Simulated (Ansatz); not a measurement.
SrLi2SnS4 (I-42m): how ε∞ follows the gap

The empty bands of SrLi2SnS4 (I-42m) are shifted up rigidly by Δ, and ε∞ along x is computed for each shift. x, y and z are the Cartesian axes of the input cell.

The structure is tetragonal, space group I-42m (No. 121). The conventional cell has a = 6.659 Å, b = 6.659 Å, c = 7.918 Å, α = 90.00°, β = 90.00°, γ = 90.00°. Sn on site a has 4 S at 2.37 Å as nearest neighbours. Sr on site b has 8 S at 3.08 to 3.25 Å as nearest neighbours. Around S on site i lie 1 Sn at 2.37 Å and 2 Li at 2.47 Å. Li on site d is surrounded by 4 S at 2.47 Å.

Method: Ansatz 0.2.0, LDA, independent particles, k-mesh 6×6×6 with interpolation inside its cells, Gaussian parameter 0.1 eV.

Launch of the response step: `ansatz run input.yaml --threads 4 --pin off --max-ram 8192MiB --backend cpu --events-out ev --progress --plain --runs-dir out`. The series took 13.0 min in all, on 4 threads of Intel(R) Xeon(R) Processor @ 2.50GHz (Skylake/Cascade Lake) (shared host).

```tsv
Δ (eV)	ε∞ along x
0.00	6.122
0.40	5.779
0.80	5.484
1.20	5.227
1.60	5.000
2.00	?
```

With one effective transition at E₀ and fixed dipole strength, ε∞ − 1 = A/(E₀ + Δ), so 1/(ε∞ − 1) is linear in Δ.

Working, on the rows shown:

| x = Δ (eV) | y = 1/(ε∞ − 1) |
| --- | --- |
| 0 | 0.195236 |
| 0.4 | 0.209249 |
| 0.8 | 0.223015 |
| 1.2 | 0.236574 |
| 1.6 | 0.25 |

Means: x̄ = 0.8, ȳ = 0.22281. Σ(x − x̄)(y − ȳ) = 0.05474, Σ(x − x̄)² = 1.6. Slope = 0.05474 / 1.6 = 0.03421; intercept = ȳ − slope · x̄ = 0.19544. Turned back into ε∞ along x, the line misses the rows shown by at most 0.0055.

Task: What does the fit predict for the withheld row, and how well does it do?

Result: At x = 2 the line gives y = 0.26387, that is 4.790. The run gave 4.799, so the extrapolation is off by 0.0093, 0.7 % of the range in the table.

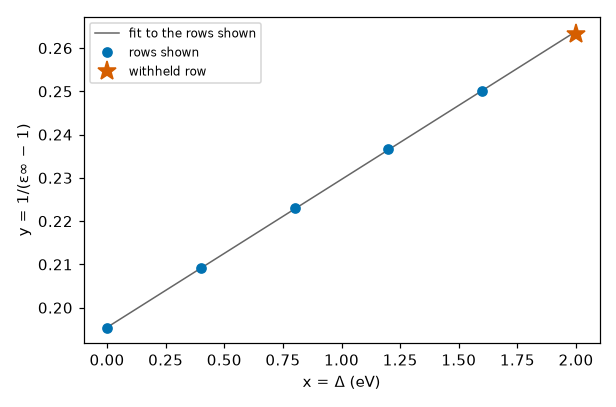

Refitted with all rows, the slope is 0.03398 and the intercept 0.19557. These give E₀ = intercept/slope = 5.8 eV, far above the least direct gap of 2.46 eV: most of the screening comes from transitions well over the edge. Over the first step ε∞ falls by 14 % per eV. Excitons are left out and so are local fields; LDA gaps are as a rule too small. Spin-orbit coupling is left out.

[Logs are printed without paths, hosts, clocks, repeated set-up lines and the standing remarks that a program may print on its own settings, such as how far it seeks lower states.]
